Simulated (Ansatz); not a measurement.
# BH5OSSi: how energies converge with the basis set

Aim: see how fast density functionals converge with the basis set for BH5OSSi.

Computed with Ansatz 0.2.0, Gaussian basis. Level: one geometry, several basis sets.

Plan: PBE0-D4/def2-SVP; ωB97M-V/def2-SVP; PBE0-D4/def2-QZVPP; ωB97M-V/def2-QZVPP; the functionals' def2-TZVPP values are taken from earlier runs.

## (1) The relaxed structure

All runs share one geometry, relaxed beforehand with PBE0-D4 in a triple-zeta def2 set.

9 atoms, charge 0, spin multiplicity 1.

Atoms are counted from 1 here; the program's logs count them from 0.

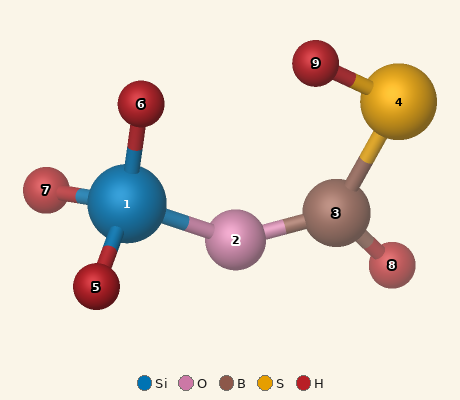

The structure; silicon blue, oxygen pink, boron brown, sulfur amber, hydrogen red; atoms are numbered from 1 in the order of the file.

## (2) PBE0-D4 in def2-SVP

Contents of in.yaml:

```yaml
crystal:
  periodic: [false, false, false]
  atoms:
    - {symbol: Si, position_ang: [-1.069060, 0.757028, 0.432826]}
    - {symbol: O, position_ang: [-0.404234, -0.733647, 0.218212]}
    - {symbol: B, position_ang: [0.707978, -1.344578, -0.237275]}
    - {symbol: S, position_ang: [2.161390, -0.516522, -0.921117]}
    - {symbol: H, position_ang: [-1.264077, 0.969436, 1.885611]}
    - {symbol: H, position_ang: [-0.187224, 1.824744, -0.110461]}
    - {symbol: H, position_ang: [-2.368932, 0.781441, -0.275996]}
    - {symbol: H, position_ang: [0.775696, -2.538427, -0.201948]}
    - {symbol: H, position_ang: [1.736663, 0.754324, -0.806950]}
basis:
  gaussian: {orbitals: def2-SVP}
hamiltonian: {xc: pbe0, dispersion: d4}
output: {orbitals: {seedname: orbitals}}
```

After this run come: ωB97M-V in def2-SVP; PBE0-D4 in def2-QZVPP; ωB97M-V in def2-QZVPP.

**Question.** What will the summary of the whole plan be? Wanted: PBE0-D4: double and triple zeta above quadruple; ωB97M-V: double and triple zeta above quadruple.

**Answer**, as computed:

```
                                       quantity           value
PBE0-D4: double and triple zeta above quadruple  10.64, 0.77 eV
ωB97M-V: double and triple zeta above quadruple  10.70, 0.72 eV
```

**Reading.** PBE0-D4 gains 9.87 eV from double to triple zeta, then 0.77 eV more. These are total energies; as a rule much of such shifts cancels in differences, which this series doesn't test. The LUMO of ωB97M-V is positive and keeps falling with the basis (2.04 to 1.28 eV): an unbound level that the basis holds in place.
